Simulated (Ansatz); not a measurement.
**Ligand exchange: C2H5ClSi + B(CH3)2(OH) → C2H6OSi + B(CH3)2Cl**

Species: C2H5ClSi `C=C[SiH2]Cl`, singlet; B(CH3)2(OH), singlet; C2H6OSi `C=C[SiH2]O`, singlet; B(CH3)2Cl (chlorodimethylborane), singlet. The partners trade Cl for OH: Si–Cl and B–OH bonds give way to Si–OH and B–Cl.

Shapes, held fixed at every level: PBE0-D4/def2-TZVP. Flexible molecules stand in one conformer, not always the lowest. Programs: Ansatz 0.2.0. The zero-point and thermal change to 298 K, harmonic and unscaled (PBE0-D4/def2-TZVP), is -4.1 kJ/mol.

```tsv
level	kind	ΔH(298 K) (kJ/mol)	less CCSD(T)/CBS estimate	CPU time (sum over the molecules)
PBE0-D4/def2-TZVPP	global hybrid	+45.7	+2.6	34 s
r2SCAN0-D4/def2-TZVPP	global hybrid	+42.9	-0.2	56 s
B2PLYP/def2-TZVPP	double hybrid	+43.6	+0.5	62 s
MP2/def2-SVP	perturbation theory	+54.3	+11.2	–
CCSD(T)/def2-SVP	coupled cluster or CI	+55.9	+12.8	38 s
CCSD/def2-TZVPP	coupled cluster or CI	+42.7	-0.4	–
CCSD(T)/CBS estimate	coupled cluster or CI	+43.1	0.0	20 min
```

The highest level, CCSD(T)/CBS estimate, gives ΔH(298 K) = +43.1 kJ/mol; the levels span +42.7 to +55.9. The column of differences is taken from that level and isn't an error. No measured value is set beside it here. The CBS estimate extrapolates MP2 from def2-TZVPP and def2-QZVPP and adds CCSD(T) − MP2 in the triple-zeta set, cores frozen. Times are processor times on shared x86 and Arm servers, and rough.

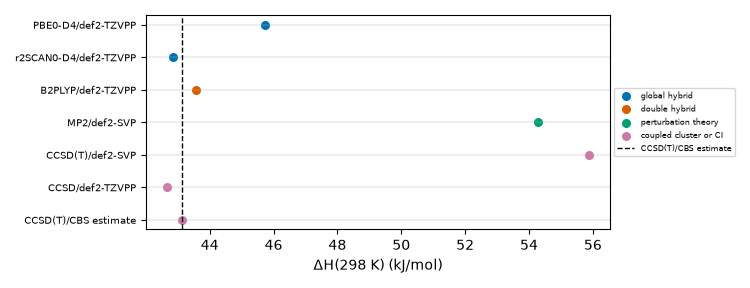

The values of the table, level by level.
